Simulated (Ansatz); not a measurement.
# Al3H (quintet): the correlation ladder, cc-pVDZ

Aim: climb from Hartree-Fock through coupled cluster and multireference methods for Al3H (quintet) at one geometry and basis, and see what each rung misses.

Computed with Ansatz 0.2.0, Gaussian basis. Level: cc-pVDZ, core rule «outside noble gas», up to 15 orbitals frozen.

The runs, in order: UHF; CCSD(T) on ROHF; CCSD(T) on UHF; BCCD(T) on ROHF; CISD as a restricted active space (open shells left free, so some higher excitations enter); CCSDT(Q) on ROHF; CCSDT(Q) on UHF; CASSCF and MRCISD+Q, 10 electrons in 11 orbitals; CASSCF and NEVPT2, 10 electrons in 11 orbitals.

23 further runs of the same task are left out: 10 that didn't finish, 13 set aside as unsound or not needed. Runs told in other sessions of the task aren't counted.

### Step 1. The system

The geometry is a PBE0/def2-TZVP stationary point (not a proven minimum) of the parent state, kept for this charge and spin.

4 atoms, charge 0, spin multiplicity 5.

Atoms are counted from 1 here; the program's logs count them from 0.

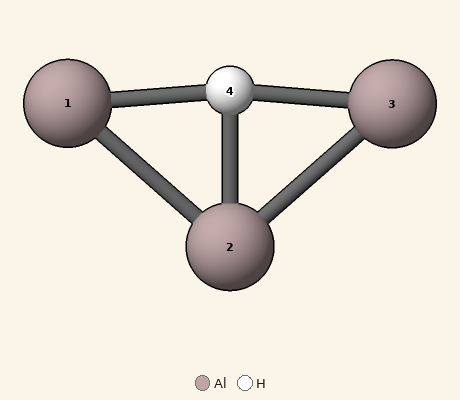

The geometry (aluminium light grey, hydrogen white); atoms are numbered from 1 in the order of the file.

In the tables R marks a restricted open-shell determinant and U an unrestricted one; 'frontier' is the active space of 10 electrons in 11 orbitals; energies count from the table's Hartree-Fock row.

### Step 2. UHF

in.yaml reads:

```yaml
crystal:
  periodic: [false, false, false]
  atoms:
    - {symbol: Al, position_ang: [0.000000, 0.563450, 1.943331]}
    - {symbol: Al, position_ang: [0.000000, -1.153806, 0.000000]}
    - {symbol: Al, position_ang: [0.000000, 0.563450, -1.943331]}
    - {symbol: H, position_ang: [0.000000, 0.720211, 0.000000]}
basis:
  gaussian: {orbitals: cc-pVDZ}
magnetization: {spin_polarized: true, initial_magnetization: 4}
hamiltonian: {xc: hf}
output: {orbitals: {seedname: orbitals}}
```

On the command line:

```console
> ansatz run in.yaml --threads 1 --pin off --events-out ev --progress --plain --max-ram 2393MiB
```

Standard output:

```text
Functional definition: HF
  name "HF"
  cite "Fock, Z. Phys. 61, 126 (1930) doi:10.1007/BF01340294"
  parent pbe
  exchange = exact_x
  correlation = 0
588 factors; integrals over basis functions are off by at most 1.3e-3 eV
mean field evaluation 1: about -19758.5737 eV, gradient 7.1e0 eV
mean field evaluation 2: about -19758.5799 eV, gradient 7.1e0 eV
mean field evaluation 4: about -19759.7015 eV, gradient 1.9e0 eV
mean field evaluation 8: about -19759.9957 eV, gradient 3.8e-1 eV
mean field evaluation 16: about -19759.9081 eV, gradient 1.1e0 eV
mean field evaluation 32: about -19760.4020 eV, gradient 1.8e-1 eV
mean field evaluation 64: about -19756.9526 eV, gradient 5.0e0 eV
mean field evaluation 96: about -19759.5823 eV, gradient 2.5e0 eV
mean field evaluation 128: about -19759.9836 eV, gradient 8.9e-1 eV
mean field evaluation 160: about -19760.5178 eV, gradient 1.1e0 eV
mean field evaluation 192: about -19759.3999 eV, gradient 3.9e0 eV
mean field evaluation 224: about -19760.2767 eV, gradient 1.1e0 eV
mean field -19760.69986947 eV, -726.1923259195 hartree, gradient 7.0e-6 eV, S^2 6.100962; 3 other end points of the search recorded, 0 dependent functions left out
reference -19760.69986947 eV, -726.1923259195 hartree; 22, 18 occupied and 37, 41 virtual orbitals, 588 factors
Total energy: -19760.69986947 eV, -726.1923259195 hartree
```

It took 7 s on 1 thread of Arm Neoverse N1, shared host.

From the report: ⟨S²⟩ of the determinant 6.101 (pure quintet: 6.00).

### Step 3. CCSD(T) on ROHF

Edit in.yaml of step 2 so:

```diff
@@ -9,4 +9,3 @@
   gaussian: {orbitals: cc-pVDZ}
-magnetization: {spin_polarized: true, initial_magnetization: 4}
-hamiltonian: {xc: hf}
-output: {orbitals: {seedname: orbitals}}
+magnetization: {spin_polarized: false, initial_magnetization: 4}
+correlation: {method: ccsd_t, electrons: outside_noble_gas}
```

Same command.

Standard output (excerpt; [...] marks lines left out):

```text
Functional definition: HF
  name "HF"
  cite "Fock, Z. Phys. 61, 126 (1930) doi:10.1007/BF01340294"
  parent pbe
[...]
588 factors; integrals over basis functions are off by at most 1.3e-3 eV
[...]
mean field -19760.53023598 eV, -726.1860920037 hartree, gradient 1.3e-6 eV, S^2 6.000000; 22 other end points of the search recorded, 0 dependent functions left out
[...]
determinant -19760.53023598 eV, -726.1860920037 hartree, with singles and doubles -19765.38189935 eV, -726.3643873442 hartree
determinant -19760.13824734 eV, -726.1716866870 hartree, with singles and doubles -19765.00251744 eV, -726.3504453159 hartree
determinant -19759.29978526 eV, -726.1408737740 hartree, with singles and doubles -19764.58494023 eV, -726.3350996368 hartree
determinant -19758.48195099 eV, -726.1108189188 hartree, with singles and doubles -19763.22666015 eV, -726.2851837644 hartree
[...]
determinant -19757.47020098 eV, -726.0736377918 hartree, with singles and doubles -19762.86445370 eV, -726.2718729227 hartree
determinant -19757.33553718 eV, -726.0686889884 hartree, with singles and doubles -19763.01781738 eV, -726.2775089340 hartree
determinant -19760.53023598 eV, -726.1860920037 hartree, with singles and doubles -19765.38257413 eV, -726.3644121418 hartree
determinant -19760.13824734 eV, -726.1716866870 hartree, with singles and doubles -19765.05610699 eV, -726.3524146958 hartree
[...]
15 core orbitals not correlated: weight in the atoms' cores, before any rotation towards them, 1.000 or more for the frozen orbitals, at most 0.000 for the correlated occupied ones
reference -19760.53023598 eV, -726.1860920037 hartree; 7, 3 occupied and 37, 41 virtual orbitals, 588 factors
second order -3.79011833 eV of doubles, -0.06990088 eV of singles
cycle   1  -4.85233643 eV  change    1.7e-6 eV  update   3.1e-6
perturbative correction -0.31071430 eV, -0.0114185401 hartree
Total energy: -19765.69328671 eV, -726.3758306185 hartree
```

Wall time 38 s (1 thread of Arm Neoverse N1, shared host).

From the report: correlation -5.1631 eV; T1 0.055; largest double amplitude 0.10.

### Step 4. CCSD(T) on UHF

Edit in.yaml of step 3 so:

```diff
@@ -9,3 +9,3 @@
   gaussian: {orbitals: cc-pVDZ}
-magnetization: {spin_polarized: false, initial_magnetization: 4}
+magnetization: {spin_polarized: true, initial_magnetization: 4}
 correlation: {method: ccsd_t, electrons: outside_noble_gas}
```

The command is unchanged.

Standard output (excerpt; [...] marks lines left out):

```text
Functional definition: HF
  name "HF"
  cite "Fock, Z. Phys. 61, 126 (1930) doi:10.1007/BF01340294"
  parent pbe
[...]
588 factors; integrals over basis functions are off by at most 1.3e-3 eV
[...]
mean field -19760.69986947 eV, -726.1923259195 hartree, gradient 2.4e-6 eV, S^2 6.100962; 23 other end points of the search recorded, 0 dependent functions left out
determinant -19760.69986947 eV, -726.1923259195 hartree, with singles and doubles -19765.39486298 eV, -726.3648637487 hartree
determinant -19760.41037495 eV, -726.1816871922 hartree, with singles and doubles -19765.02069800 eV, -726.3511134394 hartree
determinant -19759.50730044 eV, -726.1484998159 hartree, with singles and doubles -19764.60280747 eV, -726.3357562454 hartree
determinant -19758.84957524 eV, -726.1243288607 hartree, with singles and doubles -19763.62582457 eV, -726.2998527864 hartree
[...]
determinant -19757.73994634 eV, -726.0835507507 hartree, with singles and doubles -19763.06447692 eV, -726.2792236406 hartree
determinant -19757.49503262 eV, -726.0745503378 hartree, with singles and doubles -19762.35635793 eV, -726.2532007477 hartree
determinant -19760.69986947 eV, -726.1923259195 hartree, with singles and doubles -19765.39587843 eV, -726.3649010656 hartree
determinant -19760.41037495 eV, -726.1816871922 hartree, with singles and doubles -19765.06031328 eV, -726.3525692740 hartree
15 core orbitals not correlated: weight in the atoms' cores, before any rotation towards them, 1.000 or more for the frozen orbitals, at most 0.000 for the correlated occupied ones
reference -19760.69986947 eV, -726.1923259195 hartree; 7, 3 occupied and 37, 41 virtual orbitals, 588 factors
second order -3.68489214 eV of doubles, -0.00000000 eV of singles
cycle   1  -4.69600820 eV  change    7.6e-7 eV  update   2.7e-6
perturbative correction -0.29681214 eV, -0.0109076451 hartree
Total energy: -19765.69268981 eV, -726.3758086830 hartree
```

It took 47 s on 1 thread of Arm Neoverse N1, shared host.

From the report: ⟨S²⟩ of the determinant 6.101 (pure quintet: 6.00); correlation -4.9928 eV; T1 0.048; largest double amplitude 0.10.

### Step 5. BCCD(T) on ROHF

Edit in.yaml of step 4 so:

```diff
@@ -9,3 +9,3 @@
   gaussian: {orbitals: cc-pVDZ}
-magnetization: {spin_polarized: true, initial_magnetization: 4}
-correlation: {method: ccsd_t, electrons: outside_noble_gas}
+magnetization: {spin_polarized: false, initial_magnetization: 4}
+correlation: {method: bccd_t, electrons: outside_noble_gas}
```

The command is unchanged.

Standard output (excerpt; [...] marks lines left out):

```text
Functional definition: HF
  name "HF"
  cite "Fock, Z. Phys. 61, 126 (1930) doi:10.1007/BF01340294"
  parent pbe
[...]
588 factors; integrals over basis functions are off by at most 1.3e-3 eV
[...]
mean field -19760.53023598 eV, -726.1860920037 hartree, gradient 1.3e-6 eV, S^2 6.000000; 22 other end points of the search recorded, 0 dependent functions left out
[...]
determinant -19760.53023598 eV, -726.1860920037 hartree, with singles and doubles -19765.38189935 eV, -726.3643873442 hartree
determinant -19760.13824734 eV, -726.1716866870 hartree, with singles and doubles -19765.00251744 eV, -726.3504453159 hartree
determinant -19759.29978526 eV, -726.1408737740 hartree, with singles and doubles -19764.58494023 eV, -726.3350996368 hartree
determinant -19758.48195099 eV, -726.1108189188 hartree, with singles and doubles -19763.22666015 eV, -726.2851837644 hartree
[...]
determinant -19757.33553718 eV, -726.0686889884 hartree, with singles and doubles -19763.01781738 eV, -726.2775089340 hartree
determinant -19760.53023598 eV, -726.1860920037 hartree, with singles and doubles -19765.38257413 eV, -726.3644121418 hartree
determinant -19760.13824734 eV, -726.1716866870 hartree, with singles and doubles -19765.05610699 eV, -726.3524146958 hartree
[...]
15 core orbitals not correlated: weight in the atoms' cores, before any rotation towards them, 1.000 or more for the frozen orbitals, at most 0.000 for the correlated occupied ones
reference -19760.53023598 eV, -726.1860920037 hartree; 7, 3 occupied and 37, 41 virtual orbitals, 588 factors
second order -3.79011833 eV of doubles, -0.06990088 eV of singles
cycle   1  -4.85204140 eV  change    3.0e-4 eV  update   2.1e-2
[...]
cycle  12  -4.84451632 eV  change   -4.3e-6 eV  update   1.1e-5
perturbative correction -0.32074544 eV, -0.0117871774 hartree
Total energy: -19765.69549774 eV, -726.3759118723 hartree
```

It took 38 s on 1 thread of Arm Neoverse N1, shared host.

From the report: correlation -5.1653 eV; largest double amplitude 0.10.

### Step 6. CISD as a restricted active space (open shells left free, so some higher excitations enter)

Edit in.yaml of step 5 so:

```diff
@@ -10,2 +10,2 @@
 magnetization: {spin_polarized: false, initial_magnetization: 4}
-correlation: {method: bccd_t, electrons: outside_noble_gas}
+correlation: {active_space: {ras: {orbitals: [3, 4, 37], electrons: 10, max_holes: 2, max_particles: 2}, fixed_orbitals: true}}
```

Same command.

Standard output (excerpt; [...] marks lines left out):

```text
Functional definition: HF
  name "HF"
  cite "Fock, Z. Phys. 61, 126 (1930) doi:10.1007/BF01340294"
  parent pbe
[...]
588 factors; integrals over basis functions are off by at most 1.3e-3 eV
[...]
mean field -19760.53023598 eV, -726.1860920037 hartree, gradient 1.3e-6 eV, S^2 6.000000; 10 other end points of the search recorded, 0 dependent functions left out
reference -19760.53023598 eV, -726.1860920037 hartree; 22, 18 occupied and 37, 41 virtual orbitals, 588 factors
state -19764.96306607 eV, -726.3489955048 hartree
Total energy: -19764.96306607 eV, -726.3489955048 hartree
```

It took 27 s on 1 thread of Arm Neoverse N1, shared host.

From the report: 84,157 determinants.

### Step 7. CCSDT(Q) on ROHF

Edit in.yaml of step 6 so:

```diff
@@ -10,2 +10,2 @@
 magnetization: {spin_polarized: false, initial_magnetization: 4}
-correlation: {active_space: {ras: {orbitals: [3, 4, 37], electrons: 10, max_holes: 2, max_particles: 2}, fixed_orbitals: true}}
+correlation: {method: ccsdt_q, electrons: outside_noble_gas}
```

Same command.

Standard output (excerpt; [...] marks lines left out):

```text
Functional definition: HF
  name "HF"
  cite "Fock, Z. Phys. 61, 126 (1930) doi:10.1007/BF01340294"
  parent pbe
[...]
1143 factors; integrals over basis functions are off by at most 2.0e-7 eV
[...]
mean field -19760.53029871 eV, -726.1860943090 hartree, gradient 1.2e-6 eV, S^2 6.000000; 22 other end points of the search recorded, 0 dependent functions left out
[...]
determinant -19760.53029871 eV, -726.1860943090 hartree, with singles and doubles -19765.38196014 eV, -726.3643895780 hartree
determinant -19760.13831262 eV, -726.1716890860 hartree, with singles and doubles -19765.00258081 eV, -726.3504476450 hartree
determinant -19759.29983745 eV, -726.1408756917 hartree, with singles and doubles -19764.58499193 eV, -726.3351015367 hartree
determinant -19758.48199950 eV, -726.1108207016 hartree, with singles and doubles -19763.22671433 eV, -726.2851857555 hartree
[...]
determinant -19757.33559970 eV, -726.0686912857 hartree, with singles and doubles -19763.01787582 eV, -726.2775110818 hartree
determinant -19760.53029871 eV, -726.1860943090 hartree, with singles and doubles -19765.38263468 eV, -726.3644143671 hartree
determinant -19760.13831262 eV, -726.1716890860 hartree, with singles and doubles -19765.05616790 eV, -726.3524169341 hartree
[...]
15 core orbitals not correlated: weight in the atoms' cores, before any rotation towards them, 1.000 or more for the frozen orbitals, at most 0.000 for the correlated occupied ones
reference -19760.53029871 eV, -726.1860943090 hartree; 7, 3 occupied and 37, 41 virtual orbitals, 1143 factors
second order -3.79014484 eV of doubles, -0.06990141 eV of singles
cycle   1  -4.45083176 eV  change   -5.9e-1 eV  update   1.2e-1
[...]
cycle  23  -5.23411205 eV  change   -2.9e-8 eV  update   9.8e-7
perturbative correction -0.03258061 eV, -0.0011973155 hartree
Total energy: -19765.79699137 eV, -726.3796416943 hartree
```

Wall time 2.2 min (1 thread of Arm Neoverse N1, shared host); peak memory 0.7 GiB.

From the report: correlation -5.2667 eV; T1 0.062; largest double amplitude 0.14.

### Step 8. CCSDT(Q) on UHF

Edit in.yaml of step 7 so:

```diff
@@ -9,3 +9,3 @@
   gaussian: {orbitals: cc-pVDZ}
-magnetization: {spin_polarized: false, initial_magnetization: 4}
+magnetization: {spin_polarized: true, initial_magnetization: 4}
 correlation: {method: ccsdt_q, electrons: outside_noble_gas}
```

Launched as before.

Standard output (excerpt; [...] marks lines left out):

```text
Functional definition: HF
  name "HF"
  cite "Fock, Z. Phys. 61, 126 (1930) doi:10.1007/BF01340294"
  parent pbe
[...]
1143 factors; integrals over basis functions are off by at most 2.0e-7 eV
[...]
mean field -19760.69993544 eV, -726.1923283440 hartree, gradient 2.8e-6 eV, S^2 6.100965; 23 other end points of the search recorded, 0 dependent functions left out
determinant -19760.69993544 eV, -726.1923283440 hartree, with singles and doubles -19765.39492465 eV, -726.3648660152 hartree
determinant -19760.41044200 eV, -726.1816896563 hartree, with singles and doubles -19765.02076215 eV, -726.3511157968 hartree
determinant -19759.50735527 eV, -726.1485018312 hartree, with singles and doubles -19764.60285909 eV, -726.3357581424 hartree
determinant -19758.84963719 eV, -726.1243311375 hartree, with singles and doubles -19763.62587962 eV, -726.2998548091 hartree
[...]
determinant -19757.49510491 eV, -726.0745529943 hartree, with singles and doubles -19762.35641885 eV, -726.2532029864 hartree
determinant -19760.69993544 eV, -726.1923283440 hartree, with singles and doubles -19765.39593961 eV, -726.3649033142 hartree
determinant -19760.41044200 eV, -726.1816896563 hartree, with singles and doubles -19765.06037422 eV, -726.3525715135 hartree
15 core orbitals not correlated: weight in the atoms' cores, before any rotation towards them, 1.000 or more for the frozen orbitals, at most 0.000 for the correlated occupied ones
reference -19760.69993544 eV, -726.1923283440 hartree; 7, 3 occupied and 37, 41 virtual orbitals, 1143 factors
second order -3.68491278 eV of doubles, -0.00000000 eV of singles
cycle   1  -4.29129850 eV  change   -6.1e-1 eV  update   1.2e-1
[...]
cycle  23  -5.06681693 eV  change    4.8e-7 eV  update   8.3e-7
perturbative correction -0.03226448 eV, -0.0011856979 hartree
Total energy: -19765.79901686 eV, -726.3797161298 hartree
```

It took 2.2 min on 1 thread of Arm Neoverse N1, shared host; peak memory 0.55 GiB.

From the report: ⟨S²⟩ of the determinant 6.101 (pure quintet: 6.00); correlation -5.0991 eV; T1 0.055; largest double amplitude 0.14.

### Step 9. CASSCF and MRCISD+Q, 10 electrons in 11 orbitals

Edit in.yaml of step 8 so:

```diff
@@ -9,3 +9,3 @@
   gaussian: {orbitals: cc-pVDZ}
-magnetization: {spin_polarized: true, initial_magnetization: 4}
-correlation: {method: ccsdt_q, electrons: outside_noble_gas}
+magnetization: {spin_polarized: false, initial_magnetization: 4}
+correlation: {method: fic_mrcisd_q, electrons: outside_noble_gas, active_space: {window: {electrons: 10, orbitals: 11}}}
```

Same command.

Standard output (excerpt; [...] marks lines left out):

```text
Functional definition: HF
  name "HF"
  cite "Fock, Z. Phys. 61, 126 (1930) doi:10.1007/BF01340294"
  parent pbe
[...]
588 factors; integrals over basis functions are off by at most 1.3e-3 eV
[...]
mean field -19760.53023598 eV, -726.1860920037 hartree, gradient 1.3e-6 eV, S^2 6.000000; 10 other end points of the search recorded, 0 dependent functions left out
reference -19760.53023598 eV, -726.1860920037 hartree; 22, 18 occupied and 37, 41 virtual orbitals, 588 factors
state -19762.37449121 eV, -726.2538671333 hartree
contracted CI cycle   1: correlation 0.00000000 eV, 0.0000000000 hartree, residual 1.02e1 eV
contracted CI cycle   2: correlation -2.87886224 eV, -0.1057962358 hartree, residual 2.35e0 eV
contracted CI cycle   3: correlation -3.02976149 eV, -0.1113416812 hartree, residual 5.80e-1 eV
contracted CI cycle   4: correlation -3.03868976 eV, -0.1116697889 hartree, residual 1.61e-1 eV
contracted CI cycle   5: correlation -3.03933632 eV, -0.1116935497 hartree, residual 4.57e-2 eV
contracted CI cycle   6: correlation -3.03938596 eV, -0.1116953740 hartree, residual 1.25e-2 eV
contracted CI cycle   7: correlation -3.03938970 eV, -0.1116955113 hartree, residual 3.37e-3 eV
contracted CI cycle   8: correlation -3.03938998 eV, -0.1116955216 hartree, residual 9.03e-4 eV
state -19762.37449121 eV, -726.2538671333 hartree; corrected -19765.74109552 eV, -726.3775875599 hartree
Total energy: -19765.74109552 eV, -726.3775875599 hartree
```

Wall time 58 s (1 thread of Arm Neoverse N1, shared host); peak memory 0.94 GiB.

From the report: 13,614 determinants; active occupations 1.98, 1.93, 1.91, 1.04, 0.99, 0.99, 0.97, 0.07, 0.07, 0.03, 0.02.

### Step 10. CASSCF and NEVPT2, 10 electrons in 11 orbitals

Edit in.yaml of step 9 so:

```diff
@@ -10,2 +10,2 @@
 magnetization: {spin_polarized: false, initial_magnetization: 4}
-correlation: {method: fic_mrcisd_q, electrons: outside_noble_gas, active_space: {window: {electrons: 10, orbitals: 11}}}
+correlation: {method: sc_nevpt2, electrons: outside_noble_gas, active_space: {window: {electrons: 10, orbitals: 11}}}
```

Same command.

Standard output (excerpt; [...] marks lines left out):

```text
Functional definition: HF
  name "HF"
  cite "Fock, Z. Phys. 61, 126 (1930) doi:10.1007/BF01340294"
  parent pbe
[...]
588 factors; integrals over basis functions are off by at most 1.3e-3 eV
[...]
mean field -19760.53023598 eV, -726.1860920037 hartree, gradient 1.3e-6 eV, S^2 6.000000; 10 other end points of the search recorded, 0 dependent functions left out
reference -19760.53023598 eV, -726.1860920037 hartree; 22, 18 occupied and 37, 41 virtual orbitals, 588 factors
state -19762.37449121 eV, -726.2538671333 hartree
state -19762.37449121 eV, -726.2538671333 hartree; corrected -19764.78197590 eV, -726.3423405639 hartree
Total energy: -19764.78197590 eV, -726.3423405639 hartree
```

Wall time 42 s (1 thread of Arm Neoverse N1, shared host).

From the report: 13,614 determinants; active occupations 1.98, 1.93, 1.91, 1.04, 0.99, 0.99, 0.97, 0.07, 0.07, 0.03, 0.02.

### Step 11. The ladder

No level here is safe as a reference; RCCSDT(Q) serves as a yardstick only. Rows without a time are mean-field rows or come out of runs for another level: lower rungs of the coupled-cluster runs, CASSCF and MRCISD of the multireference runs, or the Hartree-Fock search.

Differences are taken before rounding.

| method | energy from the lowest ROHF (kcal/mol) | from RCCSDT(Q) (kcal/mol) | time |
| --- | --- | --- | --- |
| ROHF | 0.00 | +121.45 |  |
| UHF | -3.91 | +117.54 |  |
| RMP2 | -89.01 | +32.44 |  |
| UMP2 | -88.89 | +32.57 |  |
| CISD | -102.22 | +19.23 | 27 s |
| RCCSD | -111.90 | +9.56 |  |
| UCCSD | -112.20 | +9.25 |  |
| RCCSD(T) | -119.06 | +2.39 | 38 s |
| UCCSD(T) | -119.05 | +2.41 | 47 s |
| BCCD(T) | -119.11 | +2.34 | 38 s |
| RCCSDT | -120.70 | +0.75 |  |
| UCCSDT | -120.76 | +0.70 |  |
| RCCSDT(Q) | -121.45 | 0 | 2.2 min |
| UCCSDT(Q) | -121.50 | -0.05 | 2.2 min |
| CASSCF frontier | -42.53 | +78.92 |  |
| NEVPT2 frontier | -98.05 | +23.41 | 42 s |
| MRCISD frontier | -112.62 | +8.83 |  |
| MRCISD+Q frontier | -120.17 | +1.29 | 58 s |

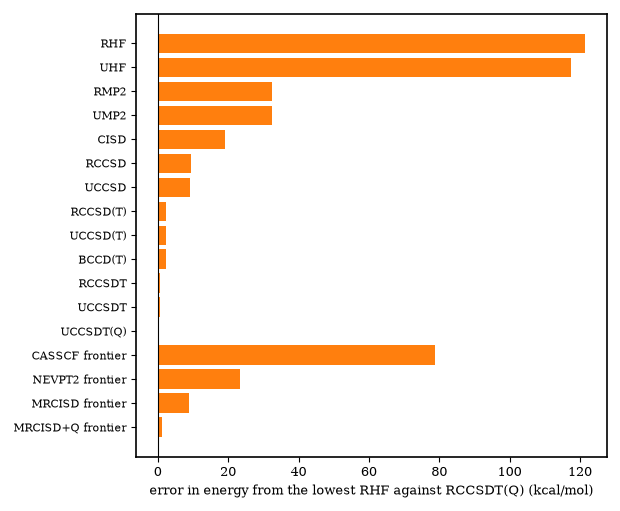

Deviations from RCCSDT(Q), method by method.

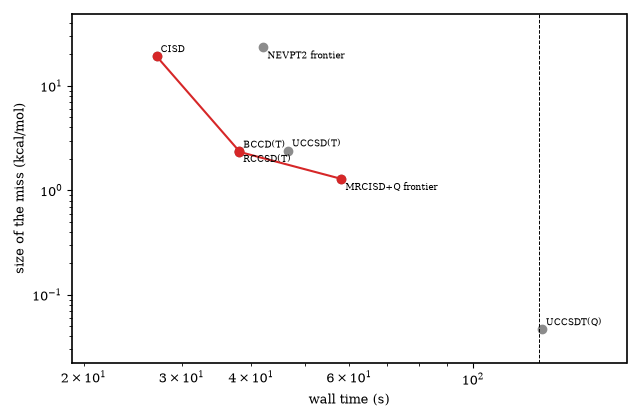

Accuracy for the time spent; red marks the levels that beat every quicker one drawn (of those quicker than the yardstick), and the dashed line is the time of RCCSDT(Q). Times are from a shared host.

### Step 12. Summary of results

| quantity | value |
| --- | --- |
| RCCSDT(Q) from the ROHF energy | -5.2668 eV |
| RMP2 from RCCSDT(Q) | +32.44 kcal/mol |
| UMP2 from RCCSDT(Q) | +32.57 kcal/mol |
| RCCSD from RCCSDT(Q) | +9.56 kcal/mol |
| RCCSD(T) from RCCSDT(Q) | +2.39 kcal/mol |
| UCCSD(T) from RCCSDT(Q) | +2.41 kcal/mol |
| UCCSDT(Q) from RCCSDT(Q) | -0.05 kcal/mol |
| NEVPT2 frontier from RCCSDT(Q) | +23.41 kcal/mol |
| MRCISD+Q frontier from RCCSDT(Q) | +1.29 kcal/mol |
| T1 diagnostic | 0.055 |

RCCSD(T) misses by +2.39 kcal/mol, 2.0 % of the correlation energy. Warnings: spin contamination; large T1 diagnostic.

With open shells the CI space here admits some higher excitations, so it is larger than plain CISD.
